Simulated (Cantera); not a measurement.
Feed: 1 mol SiCl4, 0.084 mol HCl, 240 mol H2, held at 2098 K.

Method: chemical equilibrium by Gibbs-energy minimisation in Cantera with the NASA 1993 tables (ideal gas, pure condensed phases). Candidate condensed phases: Si; 19 gas species. The tables' values for SiCl are old estimates; treat these amounts as uncertain. Gases not in the tables: Si2H6 and higher silanes. Equilibrium is a limit: real reactors are often held back by kinetics, nucleation or transport.

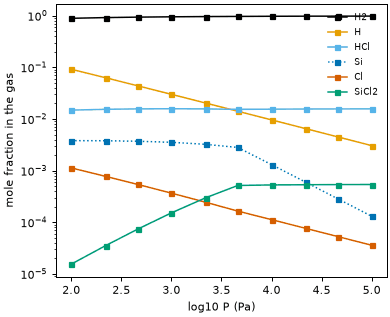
Fig. 1. Equilibrium gas composition (values under 1e-9 drawn at 1e-9)

From 0.00100 bar to 0.0460 bar nothing is condensed. From 0.100 bar to 1.00 bar the condensed part is Si(l). The main Si-bearing gas is Si at 0.00100 bar and SiCl2 at 1.00 bar.
